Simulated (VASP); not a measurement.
Band structure of SnTe (rock salt). These are revPBE GGA, VASP's PBE PAW potentials (set 64) (plane waves; VASP) values and carry that method's errors.

Unless said otherwise, spin-orbit coupling is left out, though it shifts the bands of the heavy elements here.

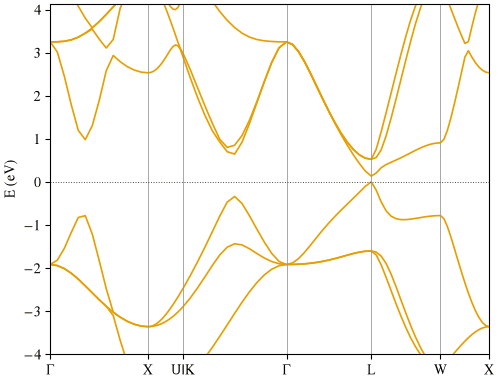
Fig. 1. Bands along high-symmetry lines, zero at the valence-band maximum or, without a gap, the Fermi level

### Question
Read the plot: is there a gap, and where are the band edges?

### Answer
The gap is direct, 0.13 eV, from the valence maximum at L to the conduction minimum at L. (Edges off the drawn lines would not show.)

The compound is SnTe in the rock salt structure, which distorts at low temperature. It was relaxed first, which changed the volume by +7 %.
